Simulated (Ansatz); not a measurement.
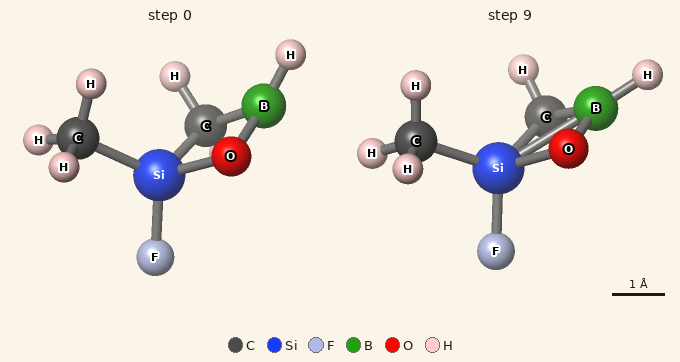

The structure of C₂H₆BFOSi (coarse preliminary run) before (left) and after (right) a relaxation, at one scale.

A ball-and-stick model, seen at a tilt.

The start comes from a force field.

Theory: Ansatz 0.2.0, RKS PBE-D4/def2-SVP.

Input file:
```yaml
crystal:
  periodic: [false, false, false]
  atoms:
    - {symbol: C, position_ang: [-0.665300, -1.092500, 1.335900]}
    - {symbol: Si, position_ang: [0.523500, 0.119200, 0.563000]}
    - {symbol: F, position_ang: [1.989400, 0.245500, 1.320200]}
    - {symbol: C, position_ang: [0.682300, 0.100100, -1.216800]}
    - {symbol: B, position_ang: [-0.174300, 1.497500, -1.336400]}
    - {symbol: O, position_ang: [-0.138800, 1.650900, 0.181100]}
    - {symbol: H, position_ang: [-0.282500, -2.078000, 1.304700]}
    - {symbol: H, position_ang: [-1.622500, -0.991000, 0.741300]}
    - {symbol: H, position_ang: [-0.902900, -0.731700, 2.416800]}
    - {symbol: H, position_ang: [1.651000, 0.164400, -1.567800]}
    - {symbol: H, position_ang: [0.017000, -0.746500, -1.632900]}
    - {symbol: H, position_ang: [-0.999900, 1.807000, -2.075100]}
basis:
  gaussian: {orbitals: def2-SVP}
hamiltonian: {xc: pbe, dispersion: d4}
relax: {f_tol: 0.03, max_steps: 200}
```

Command:
```bash
ansatz run in.yaml --threads 4 --pin off --events-out ev --progress --plain --max-ram 10444MiB
```

Question: Describe what moved and what it gained.

Answer: After 7 accepted moves (9 points after the start) the energy has fallen by 38.2 kcal/mol. The largest force component goes from 6 to 0.018 eV/Å. The line search rejected the trial steps at points 4, 8 of the run. The atom that moves furthest after the best rigid fit is H12 (0.51 Å). Largest moves by element: H 0.51 Å, C 0.20 Å, F 0.19 Å, O 0.18 Å, B 0.17 Å, Si 0.14 Å. Some distances before and after: Si2–B5 2.448 → 2.230 Å, B5–O6 1.526 → 1.382 Å, Si2–C4 1.787 → 1.868 Å, C4–H10 1.032 → 1.110 Å. Among the angles between lasting bonds that change: C4–B5–O6 90.1° → 106.6°, Si2–C4–H11 108.4° → 121.0°, Si2–C4–B5 91.0° → 79.4°.
